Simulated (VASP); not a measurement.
**Which magnetic order does MnS take?**

Is MnS a ferromagnet or an antiferromagnet at this level? The start is a cell from a database of measured crystal structures.

Main program and level: VASP 6.6.1; PBE, DFT+U (Mn d 4 eV), spin-polarised, from parallel moments; plane waves and PAW (Mn_pv, S), in the first sound run; inputs show where later runs differ.

The database entry behind the starting cell differs from later determinations by our own check (an axis about 0.2 % short against later determinations), so it need not match the best structure at ambient conditions.

## 1. The starting structure

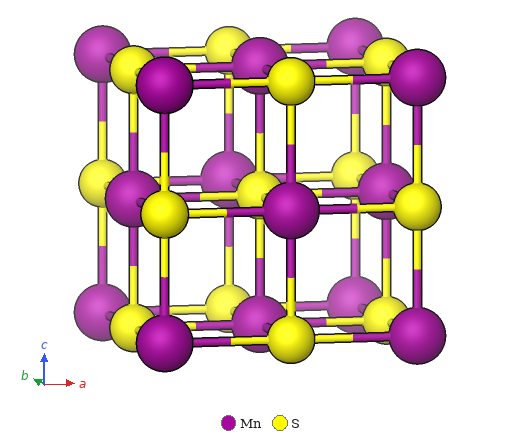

The cell as given, slightly off an axis (manganese purple, sulfur yellow). This picture shows the conventional cell, with its axes. Some periodic images of atoms are drawn too.

## 2. Magnetic order, 2 atoms, start order ferro

Each run starts from other signs of the moments at the same geometry and cutoff; gentle mixing helps it keep them. Any wave vector in a name is a fraction of the reciprocal vectors of the first cell as typed.

INCAR reads:

```
SYSTEM = MnS
PREC = Accurate
ENCUT = 350
EDIFF = 1E-06
NELM = 150
ISMEAR = -1
SIGMA = 0.1
LREAL = .FALSE.
ALGO = Normal
GGA = PE
NBANDS = 16
ISPIN = 2
MAGMOM = 4.5 0
LDAU = .TRUE.
LDAUTYPE = 2
LDAUL = 2 -1
LDAUU = 4 0
LDAUJ = 0 0
LDAUPRINT = 1
LASPH = .TRUE.
LMAXMIX = 4
LORBIT = 11
LWAVE = .FALSE.
LCHARG = .TRUE.
KPAR = 4
AMIX = 0.2
BMIX = 1E-04
AMIX_MAG = 0.8
BMIX_MAG = 1E-04
```

POSCAR reads:

```
MnS
1.0
    0.0000000000      2.6045000000      2.6045000000
    2.6045000000      0.0000000000      2.6045000000
    2.6045000000      2.6045000000      0.0000000000
Mn S
1 1
Direct
    0.0000000000      0.0000000000      0.0000000000
    0.5000000000      0.5000000000      0.5000000000
```

KPOINTS reads:

```
Automatic mesh
0
Gamma
10 10 10
0 0 0
```

PAW data sets: Mn_pv and S (PBE family, release 64).

On the command line:

```
> mpirun -np 4 vasp_std
```

The program printed:

```text
[banner, memory and clock lines left out]
running    4 mpi-ranks, on    1 nodes
 distrk:  each k-point on    1 cores,    4 groups
 distr:  one band on    1 cores,    1 groups

 POSCAR found type information on POSCAR MnS
 POSCAR found :  2 types and       2 ions
 LDA part: xc-table for (Slater+PW92), standard interpolation
 POSCAR, INCAR and KPOINTS ok, starting setup
 FFT: planning ... GRIDC
 FFT: planning ... GRID_SOFT
 FFT: planning ... GRID
 WAVECAR not read
 entering main loop
       N       E                     dE             d eps       ncg     rms          rms(c)
DAV:   1     0.115940223998E+03    0.11594E+03   -0.88233E+03  3208   0.929E+02
DAV:   2    -0.797340750667E+01   -0.12391E+03   -0.11809E+03  3488   0.276E+02
DAV:   3    -0.125232253310E+02   -0.45498E+01   -0.45347E+01  3640   0.612E+01
DAV:   4    -0.125724244855E+02   -0.49199E-01   -0.49196E-01  3592   0.646E+00
DAV:   5    -0.125733988310E+02   -0.97435E-03   -0.97434E-03  3528   0.902E-01    0.113E+01
DAV:   6    -0.130064630740E+02   -0.43306E+00   -0.25435E+00  3184   0.182E+01    0.105E+01
DAV:   7    -0.129565067472E+02    0.49956E-01   -0.10085E+00  3824   0.111E+01    0.850E+00
DAV:   8    -0.129471401368E+02    0.93666E-02   -0.16089E-01  3328   0.324E+00    0.536E+00
DAV:   9    -0.129460492357E+02    0.10909E-02   -0.11780E-02  3328   0.117E+00    0.232E+00
DAV:  10    -0.129463196910E+02   -0.27046E-03   -0.35336E-03  3240   0.668E-01    0.292E-01
DAV:  11    -0.129459114893E+02    0.40820E-03   -0.11108E-03  3488   0.327E-01    0.115E-01
DAV:  12    -0.129459003968E+02    0.11093E-04   -0.28656E-04  3352   0.135E-01    0.114E-01
DAV:  13    -0.129459063379E+02   -0.59411E-05   -0.14511E-05  3440   0.283E-02    0.883E-02
DAV:  14    -0.129459076727E+02   -0.13348E-05   -0.16363E-05  3280   0.378E-02    0.128E-02
DAV:  15    -0.129459083553E+02   -0.68253E-06   -0.15259E-06  2848   0.145E-02
   1 F= -.12945908E+02 E0= -.12945438E+02  d E =-.941420E-03  mag=     4.9981
```

Wall time 10 s (4 MPI ranks of Intel Xeon 6975P-C (Granite Rapids), shared host); peak memory 0.59 GiB; 36 s of CPU time.

Lines that name or quote the potential files are left out of all logs, and their timing lines are given in words.

OUTCAR, selected parts (step 2):

```text
ion  position               nearest neighbor table
   1  0.000  0.000  0.000-   2 2.60   2 2.60   2 2.60   2 2.60   2 2.60   2 2.60
   2  0.500  0.500  0.500-   1 2.60   1 2.60   1 2.60   1 2.60   1 2.60   1 2.60

  LATTYP: Found a face centered cubic cell.
 ALAT       =     5.2090000000

 Subroutine GETGRP returns: Found 48 space group operations
 (whereof 48 operations were pure point group operations)

The static configuration has the point symmetry O_h .

 Found     47 irreducible k-points:

   k-points           NKPTS =     47   k-points in BZ     NKDIM =     47   number of bands    NBANDS=     16

   dimension x,y,z NGX =    24 NGY =   24 NGZ =   24
   dimension x,y,z NGXF=    48 NGYF=   48 NGZF=   48

   ENCUT  =  350.0 eV  25.72 Ry    5.07 a.u.   5.62  5.62  5.62*2*pi/ulx,y,z

   NELECT =      19.0000    total number of electrons

 k-points in reciprocal lattice and weights: Automatic mesh
   0.00000000  0.00000000  0.00000000       0.001
   0.10000000  0.00000000  0.00000000       0.008
   0.20000000  0.00000000  0.00000000       0.008
   0.30000000  0.00000000  0.00000000       0.008
   0.40000000  0.00000000  0.00000000       0.008
   0.50000000  0.00000000  0.00000000       0.004
   0.10000000  0.10000000  0.00000000       0.006
   0.20000000  0.10000000  0.00000000       0.024
   0.30000000  0.10000000  0.00000000       0.024
[...]
-0.30000000  0.40000000  0.20000000       0.024
  -0.30000000  0.50000000  0.20000000       0.012

atom =   1  type =  1  l = 2

 onsite density matrix

spin component  1

  0.9333  0.0000  0.0000 -0.0000 -0.0000
  0.0000  0.9333  0.0000 -0.0000 -0.0000
  0.0000  0.0000  0.9552  0.0000 -0.0000
 -0.0000 -0.0000  0.0000  0.9333 -0.0000
 -0.0000 -0.0000 -0.0000 -0.0000  0.9552

spin component  2

  0.0149 -0.0000  0.0000 -0.0000  0.0000
 -0.0000  0.0149 -0.0000 -0.0000  0.0000
  0.0000 -0.0000  0.0757  0.0000 -0.0000
 -0.0000 -0.0000  0.0000  0.0149  0.0000
  0.0000  0.0000 -0.0000  0.0000  0.0757

 occupancies and eigenvectors

  o =  0.0149  v =  0.0000  0.0000  0.0000  0.0000  0.0000  1.0000  0.0021 -0.0000  0.0038 -0.0000      0.0000  0.0000  0.0000  0.0000  0.0000  0.0000  0.0000  0.0000  0.0000  0.0000
  o =  0.0149  v =  0.0000  0.0000  0.0000  0.0000  0.0000 -0.0020  0.9998  0.0000 -0.0218 -0.0000      0.0000  0.0000  0.0000  0.0000  0.0000  0.0000  0.0000  0.0000  0.0000  0.0000
  o =  0.0149  v =  0.0000  0.0000  0.0000  0.0000  0.0000  0.0039 -0.0218 -0.0000 -0.9998  0.0000      0.0000  0.0000  0.0000  0.0000  0.0000  0.0000  0.0000  0.0000  0.0000  0.0000
  o =  0.0757  v =  0.0000  0.0000  0.0000  0.0000  0.0000 -0.0000  0.0000 -0.9937 -0.0000 -0.1118      0.0000  0.0000  0.0000  0.0000  0.0000  0.0000  0.0000  0.0000  0.0000  0.0000
  o =  0.0757  v =  0.0000  0.0000  0.0000  0.0000  0.0000  0.0000  0.0000 -0.1118  0.0000  0.9937      0.0000  0.0000  0.0000  0.0000  0.0000  0.0000  0.0000  0.0000  0.0000  0.0000
  o =  0.9333  v =  1.0000  0.0000  0.0000  0.0000  0.0000  0.0000  0.0000  0.0000  0.0000  0.0000      0.0000  0.0000  0.0000  0.0000  0.0000  0.0000  0.0000  0.0000  0.0000  0.0000
  o =  0.9333  v =  0.0000 -0.3295 -0.0000 -0.9442 -0.0000  0.0000  0.0000  0.0000  0.0000  0.0000      0.0000  0.0000  0.0000  0.0000  0.0000  0.0000  0.0000  0.0000  0.0000  0.0000
  o =  0.9333  v =  0.0000 -0.9442 -0.0000  0.3295 -0.0000  0.0000  0.0000  0.0000  0.0000  0.0000      0.0000  0.0000  0.0000  0.0000  0.0000  0.0000  0.0000  0.0000  0.0000  0.0000
  o =  0.9552  v =  0.0000 -0.0000  0.9999 -0.0000  0.0173  0.0000  0.0000  0.0000  0.0000  0.0000      0.0000  0.0000  0.0000  0.0000  0.0000  0.0000  0.0000  0.0000  0.0000  0.0000
  o =  0.9552  v =  0.0000 -0.0000 -0.0173 -0.0000  0.9999  0.0000  0.0000  0.0000  0.0000  0.0000      0.0000  0.0000  0.0000  0.0000  0.0000  0.0000  0.0000  0.0000  0.0000  0.0000

 average (electrostatic) potential at core
       1 -68.5878       2 -84.8387

 E-fermi :   6.8204

 spin component 1
 k-point     1 :       0.0000    0.0000    0.0000
  band No.  band energies     occupation
    ...
      8       1.5445      1.00000
      9       1.5445      1.00000
     10       4.9937      1.00000
     11       4.9937      1.00000
     12       4.9937      1.00000
     13       8.4319      0.00000
     14      14.9704      0.00000
     15      14.9704      0.00000
     16      14.9704      0.00000

 k-point     2 :       0.1000    0.0000    0.0000
  band No.  band energies     occupation
    ...
      8       1.5784      1.00000
      9       1.5784      1.00000
     10       4.3537      1.00000
     11       5.1457      1.00000
     12       5.1457      1.00000
     13       9.0999      0.00000
     14      14.2107      0.00000
     15      14.9610      0.00000
     16      14.9610      0.00000

 k-point     3 :       0.2000    0.0000    0.0000
  band No.  band energies     occupation
    ...
      8       1.6747      1.00000
      9       1.6747      1.00000
     10       3.3473      1.00000
     11       5.5157      1.00000
     12       5.5157      1.00000
     13      10.0584      0.00000
     14      13.4994      0.00000
     15      14.2834      0.00000
     16      14.2834      0.00000

 k-point     4 :       0.3000    0.0000    0.0000
  band No.  band energies     occupation
    ...
      8       1.7978      1.00000
      9       1.7979      1.00000
     10       2.7935      1.00000
     11       5.9456      0.99984
     12       5.9456      0.99984
     13      10.1223      0.00000
     14      13.1768      0.00000
     15      13.1768      0.00000
     16      13.9642      0.00000

 k-point     5 :       0.4000    0.0000    0.0000
  band No.  band energies     occupation
    ...
      8       1.9007      1.00000
      9       1.9007      1.00000
     10       2.6417      1.00000
     11       6.2940      0.99485
     12       6.2940      0.99485
     13       9.7109      0.00000
     14      12.3588      0.00000
     15      12.3588      0.00000
     16      14.8569      0.00000

 k-point     6 :       0.5000    0.0000    0.0000
  band No.  band energies     occupation
    ...
      8       1.9407      1.00000
      9       1.9407      1.00000
     10       2.6190      1.00000
     11       6.4317      0.97989
     12       6.4317      0.97989
     13       9.5182      0.00000
     14      12.0570      0.00000
     15      12.0570      0.00000
     16      15.1900      0.00000

  Total        0.8742206      0.8742206      0.8742206      0.0000000     -0.0000000     -0.0000000
  in kB       39.6395338     39.6395338     39.6395338      0.0000000     -0.0000000     -0.0000000
  external PRESSURE =      39.6395338 kB  Pullay stress =       0.0000000 kB

  energy-cutoff  :      350.00
  volume of cell :       35.33
      direct lattice vectors                 reciprocal lattice vectors
     0.000000000  2.604500000  2.604500000    -0.191975427  0.191975427  0.191975427
     2.604500000  0.000000000  2.604500000     0.191975427 -0.191975427  0.191975427
     2.604500000  2.604500000  0.000000000     0.191975427  0.191975427 -0.191975427

 POSITION                                       TOTAL-FORCE (eV/Angst)
 -----------------------------------------------------------------------------------
      0.00000      0.00000      0.00000         0.000000      0.000000      0.000000
      2.60450      2.60450      2.60450        -0.000000      0.000000     -0.000000
 -----------------------------------------------------------------------------------
    total drift:                                0.000000     -0.000000     -0.000000

  FREE ENERGIE OF THE ION-ELECTRON SYSTEM (eV)
  ---------------------------------------------------
  free  energy   TOTEN  =       -12.9459083553 eV

  energy  without entropy=      -12.9449669349  energy(sigma->0) =      -12.94543765

 total charge
# of ion       s       p       d       tot
------------------------------------------
    1        0.219   6.171   4.889  11.279
    2        1.321   2.463   0.000   3.784
--------------------------------------------------
tot          1.540   8.634   4.889  15.063

 magnetization (x)
# of ion       s       p       d       tot
------------------------------------------
    1        0.049   0.038   4.504   4.591
    2        0.021   0.064   0.000   0.084
--------------------------------------------------
tot          0.069   0.102   4.504   4.675

[... 6 further parts left out ...]
```

The cell holds one magnetic atom, so no antiferromagnetic order fits into it. The gap is read on the k-mesh alone, so it is an upper bound where the band edges lie off the mesh.

This step gave:

- electronic cycles: 15
- electrons: 19
- free energy (TOTEN): -12.95 eV
- energy at zero smearing: -12.95 eV
- Fermi energy: 6.820 eV
- moment of the cell, from the last line of the log: 5 μB
- metallic: no
- gap on the k-mesh: 0.5617 eV
- least direct gap on the k-mesh: 2.631 eV

Spin moment in the PAW sphere by atom:

| atom | spin moment in the PAW sphere (μB) |
| --- | --- |
| Mn1 | 4.59 |
| S2 | 0.08 |

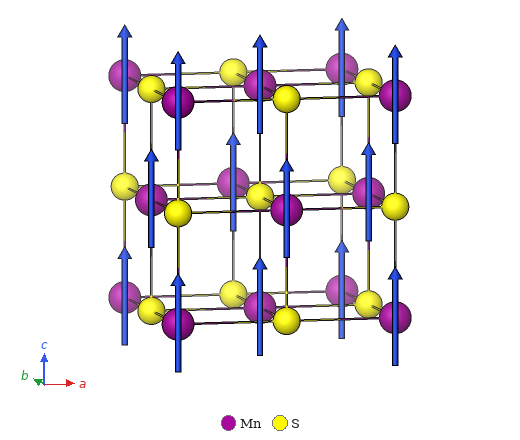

Spin moment in the PAW sphere as arrows, the longest 4.59 μB. Up and down stand for the sign. Arrows give size and sign along the axis of quantisation, drawn up and down the page. Some periodic images of atoms are drawn too.

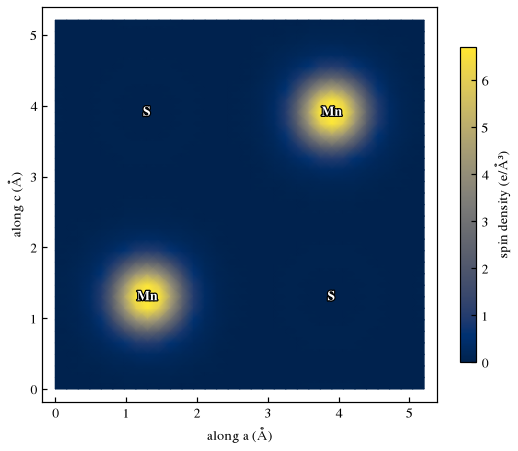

Spin density in the ac plane of the conventional cell at fractional y = 0.000, with atoms of Mn and S within 0.2 Å of it. The map starts off the cell's origin, so that atoms lie inside it.

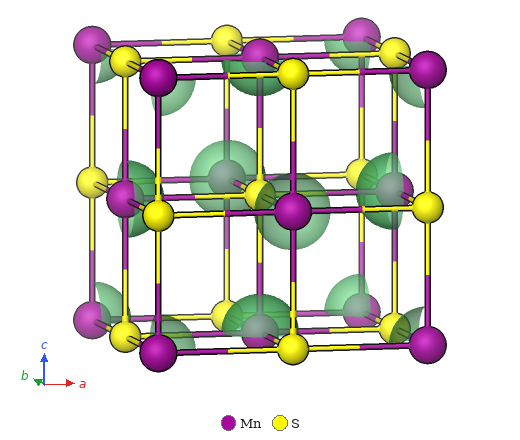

Surface of spin density = 0.63 e/Å³, which holds about 70 % of the integral of its size.

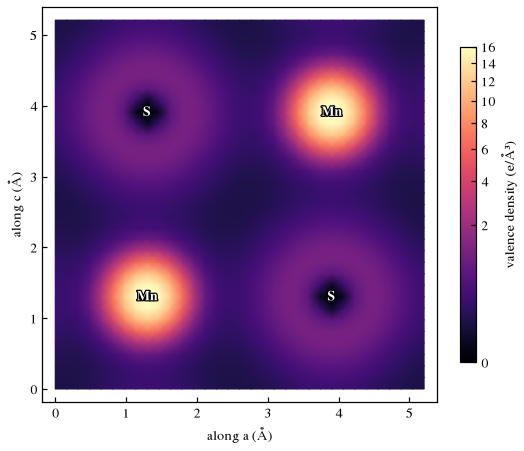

Valence density in the ac plane of the conventional cell at fractional y = 0.000, with atoms of Mn and S within 0.2 Å of it. It is the smooth field of the valence electrons, not physical close to the nuclei. The map starts off the cell's origin, so that atoms lie inside it. The colour scale is stretched toward low values.

The largest moment at the end is 4.59 μB, and the moments of the cell sum to 5.00 μB.

(Part 1 of 2 ends here.)

[Lines on the potential files, build, host, timing and source positions are cut from VASP's logs without a mark.]

[Logs are printed without paths, hosts, clocks, repeated set-up lines and the standing remarks that a program may print on its own settings, such as how far it seeks lower states.]

[Hosts, paths, dates, database ids (printed as entryN), source tags and the programs' standing remarks are cut or masked in the printed files.]

[Runs that stopped without an error message from VASP are left out.]
